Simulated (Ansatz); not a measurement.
**BSiH5 (boranylsilane): B3LYP/def2-TZVP**

Aim: the electronic atomisation energy of BSiH5 (boranylsilane) at B3LYP/def2-TZVP, from 4 runs. 

The results are computed with Ansatz 0.2.0.

46 further runs of the same task are left out: 46 set aside as unsound or not needed.

### Step 1. The molecule

BSiH5 has 7 atoms, charge 0, and is taken as a singlet. SMILES: `B[SiH3]`. The shape is that of a PBE0-D4/def2-TZVP optimisation.

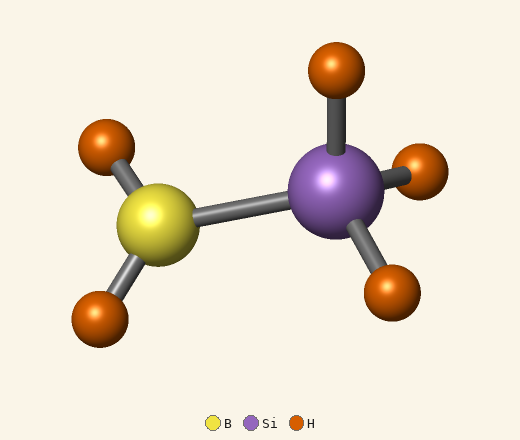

The structure, seen from a chosen angle (boron yellow, silicon purple, hydrogen orange).

### Step 2. A single-point energy at B3LYP/def2-TZVP

job.yaml reads:

```yaml
crystal:
  periodic: [false, false, false]
  atoms:
    - symbol: B
      position_ang: [-0.043200, -1.189000, 0.204300]
    - symbol: Si
      position_ang: [0.089100, 0.785300, -0.148500]
    - symbol: H
      position_ang: [-1.126000, -1.690600, 0.290100]
    - symbol: H
      position_ang: [0.906400, -1.902500, 0.335400]
    - symbol: H
      position_ang: [-0.616000, 1.093400, -1.427200]
    - symbol: H
      position_ang: [-0.623600, 1.516700, 0.939600]
    - symbol: H
      position_ang: [1.474500, 1.318800, -0.239500]
basis:
  gaussian:
    orbitals: def2-TZVP
hamiltonian:
  xc: {name: B3LYP}
accuracy: high
output:
  orbitals: {seedname: orbitals}
```

Started as:

```sh
ansatz run job.yaml --threads 1 --pin off --max-ram 3480MiB --events-out events.jsonl --progress --plain --runs-dir runs
```

What it wrote:

```text
Warning: RAYON_NUM_THREADS=1 ignored (pool sized by the plan → 1); use --threads N
Functional definition: B3LYP
  name "B3LYP"
  parameter a0 = 0.2
  parameter ax = 0.72
  parameter ac = 0.81
  exchange = (1 - a0 - ax)*slater_x + ax*b88_x + a0*exact_x
  correlation = (1 - ac)*vwn_rpa_c + ac*lyp_c
1819 factors; integrals over basis functions are off by at most 3.9e-9 eV
mean field evaluation 1: about -8634.1754 eV, gradient 1.8e1 eV
mean field evaluation 2: about -8634.8281 eV, gradient 1.2e1 eV
mean field evaluation 4: about -8635.3698 eV, gradient 3.3e-1 eV
mean field evaluation 8: about -8635.3670 eV, gradient 2.2e-2 eV
mean field evaluation 16: about -8635.3670 eV, gradient 2.5e-7 eV
mean field -8635.36704703 eV, -317.3438857165 hartree, gradient 3.8e-8 eV, S^2 0.000000; 0 other end points of the search recorded, 0 dependent functions left out
reference -8635.36708840 eV, -317.3438872367 hartree; 12, 12 occupied and 86, 86 virtual orbitals, 1819 factors
Total energy: -8635.36708840 eV, -317.3438872367 hartree
```

Run time: 5.7 s. Hardware: 1 thread of Arm Neoverse V1, shared host; peak memory 0.24 GiB.

### Step 3. The B atom, same level

in.yaml reads:

```yaml
crystal:
  periodic: [false, false, false]
  atoms:
    - symbol: B
      position_ang: [0.000000, 0.000000, 0.000000]
basis:
  gaussian:
    orbitals: def2-TZVP
magnetization:
  spin_polarized: true
  initial_magnetization: 1
hamiltonian:
  xc: {name: B3LYP}
accuracy: high
```

Started as:

```sh
ansatz run in.yaml --threads 1 --pin off --max-ram 3480MiB --events-out events.jsonl --progress --plain --runs-dir runs
```

What it wrote, cut to the lines that bear on the results:

```text
Warning: RAYON_NUM_THREADS=1 ignored (pool sized by the plan → 1); use --threads N
[... 7 set-up lines as earlier in the session ...]
312 factors; integrals over basis functions are off by at most 3.0e-9 eV
mean field evaluation 1: about -671.0633 eV, gradient 3.0e0 eV
mean field evaluation 2: about -671.1336 eV, gradient 8.2e-1 eV
mean field evaluation 4: about -671.1391 eV, gradient 2.2e-1 eV
mean field evaluation 8: about -671.1394 eV, gradient 1.2e-4 eV
mean field -671.13944275 eV, -24.6639196066 hartree, gradient 1.9e-8 eV, S^2 0.753484; 0 other end points of the search recorded, 0 dependent functions left out
reference -671.13946506 eV, -24.6639204263 hartree; 3, 2 occupied and 28, 29 virtual orbitals, 312 factors
Total energy: -671.13946506 eV, -24.6639204263 hartree
```

It took 0.48 s on 1 thread of Arm Neoverse V1, shared host.

### Step 4. The H atom

in.yaml reads:

```yaml
crystal:
  periodic: [false, false, false]
  atoms:
    - {symbol: H, position_ang: [0.000000, 0.000000, 0.000000]}
basis:
  gaussian: {orbitals: def2-TZVP}
magnetization: {spin_polarized: true, initial_magnetization: 1}
hamiltonian: {xc: {name: B3LYP}}
accuracy: high
```

Run the same way, it converges to -0.50215 Eh (log not shown).

### Step 5. The Si atom at the same level

run.yaml reads:

```yaml
basis:
  gaussian:
    orbitals: def2-TZVP
crystal:
  periodic: [false, false, false]
  atoms:
    - {symbol: Si, position_ang: [0.000000, 0.000000, 0.000000]}
accuracy: high
magnetization:
  spin_polarized: true
  initial_magnetization: 2
total_charge: 0
hamiltonian:
  xc: {name: B3LYP}
```

Started as:

```sh
ansatz run run.yaml --threads 1 --pin off --max-ram 3480MiB --events-out events.jsonl --progress --plain --runs-dir runs
```

What it wrote, cut to the lines that bear on the results:

```text
Warning: RAYON_NUM_THREADS=1 ignored (pool sized by the plan → 1); use --threads N
[... 7 set-up lines as earlier in the session ...]
365 factors; integrals over basis functions are off by at most 3.6e-9 eV
mean field evaluation 1: about -7874.6862 eV, gradient 2.8e0 eV
mean field evaluation 2: about -7874.7523 eV, gradient 1.4e0 eV
mean field evaluation 4: about -7874.7585 eV, gradient 3.3e-1 eV
mean field evaluation 8: about -7874.7590 eV, gradient 1.5e-3 eV
mean field evaluation 16: about -7874.7590 eV, gradient 3.1e-8 eV
mean field evaluation 32: about -7874.7590 eV, gradient 6.1e-8 eV
mean field -7874.75897856 eV, -289.3920547587 hartree, gradient 2.9e-8 eV, S^2 2.003923; 1 other end points of the search recorded, 0 dependent functions left out
reference -7874.75899989 eV, -289.3920555427 hartree; 8, 6 occupied and 29, 31 virtual orbitals, 365 factors
Total energy: -7874.75899989 eV, -289.3920555427 hartree
```

Run time: 2.1 s. Hardware: 1 thread of Arm Neoverse V1, shared host.

### Step 6. What came out

Level: B3LYP/def2-TZVP.

| quantity | value |
| --- | --- |
| molecule: total energy | -317.34389 Eh |
| molecule: HOMO energy | -8.27 eV |
| molecule: LUMO energy | -2.69 eV |
| molecule: HOMO–LUMO gap | 5.58 eV |
| B atom: total energy | -24.66392 Eh |
| B atom: ⟨S²⟩ | 0.753 |
| H atom: total energy | -0.50215 Eh |
| H atom: ⟨S²⟩ | 0.750 |
| Si atom: total energy | -289.39206 Eh |
| Si atom: ⟨S²⟩ | 2.004 |
| electronic atomisation energy | 21.147 eV |

**Reading.** Taking the molecule apart into free atoms costs 21.15 eV (488 kcal/mol), before zero-point energy and without spin-orbit coupling.
